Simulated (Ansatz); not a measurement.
```yaml
crystal:
  periodic: [false, false, false]
  atoms:
    - {symbol: N, position_ang: [-0.172286, 0.655907, 0.758488]}
    - {symbol: Ga, position_ang: [0.788397, -0.445549, -0.292115]}
    - {symbol: Cl, position_ang: [2.863275, -0.563892, 0.251526]}
    - {symbol: H, position_ang: [0.624081, 0.896889, 1.323107]}
    - {symbol: H, position_ang: [-1.014239, 1.118520, 1.053901]}
    - {symbol: H, position_ang: [0.248797, -1.262903, -1.488315]}
basis:
  gaussian: {orbitals: def2-TZVPP}
hamiltonian: {xc: r2scan, dispersion: d4}
```

Geometry: moved along internal coordinates away from the minimum.

Describe the molecule in this file.

Formula ClGaH₃N. As SMILES it reads `[NH2][GaH][Cl]`. All atoms lie on one plane. Coordination, clear cases only: 1 Ga trigonal planar.

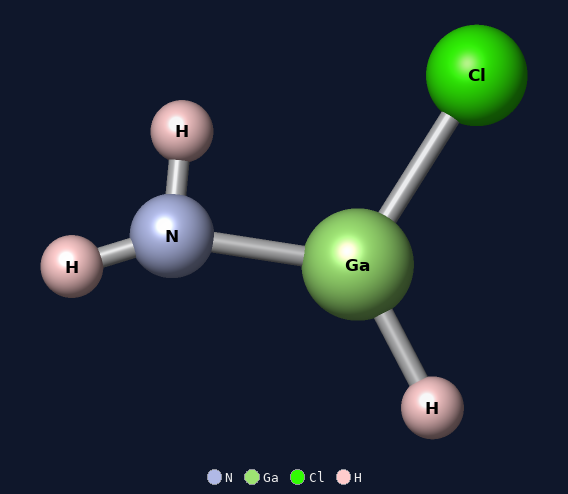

Figure made from data computed with Ansatz.
